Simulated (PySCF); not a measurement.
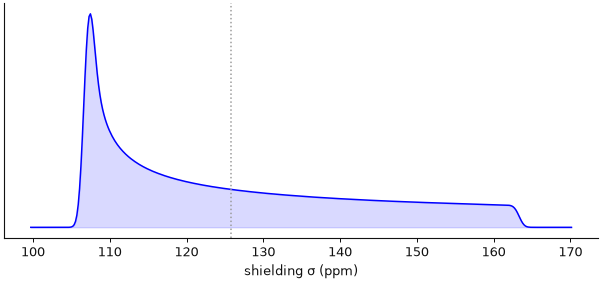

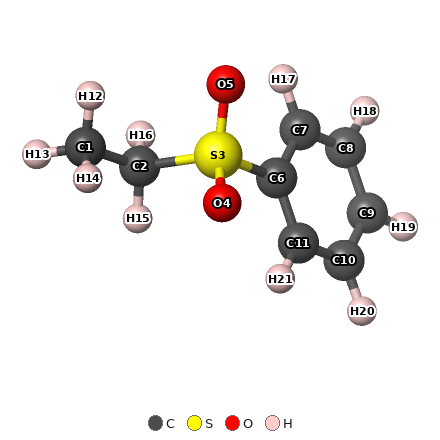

Static powder pattern (¹³C) from GIAO shielding tensors of C₈H₁₀O₂S, SMILES CCS(=O)(=O)c1ccccc1, ωB97X-D/pcSseg-2 with PySCF 2.14.0, at a PBE0-D3(BJ)/def2-SVP geometry (no frequency check); absolute shielding, one fixed geometry of the isolated molecule without any motion, no dipolar terms. The dotted line is the isotropic value; skew is 3(σiso − σ22)/span.

**The pattern belongs to C2. Give the principal values, span and skew.**

C2: σ11, σ22, σ33 = 107, 107, 163 ppm, isotropic 126, span 57 ppm, skew 0.97.

Known limits of this run: one conformer of a flexible molecule.
